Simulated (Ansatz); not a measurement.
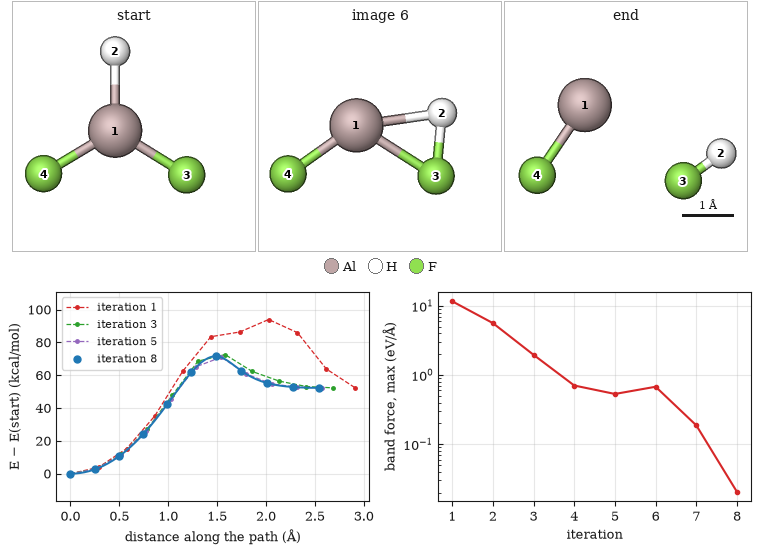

A nudged-elastic-band calculation for AlHF2. Images are numbered from 0 (start) to 10 (end). The plot follows the band through its iterations. The picture is a ball-and-stick view, seen face on.

These are results of RKS PBE0/def2-SVP (Ansatz), not measurements. Run with 9 movable images; climbing image; force threshold 0.05 eV/Å; iteration limit 60; spring constant 20.0 eV/Å²; starting path through a guess of the saddle point.

How did the profile develop, and is the result final?

Answer. The run is converged, with reservations. The band converged in 8 iterations. The largest component of the band force went from 12 to 0.02 eV/Å. The climbing image converged on the top of the path. Its curvatures weren't checked. The first iteration put the highest image at 94.0 kcal/mol. The energy climbs by 71.6 kcal/mol to image 6 and then falls by 19.3 kcal/mol, so the end point sits at +52.3 kcal/mol.
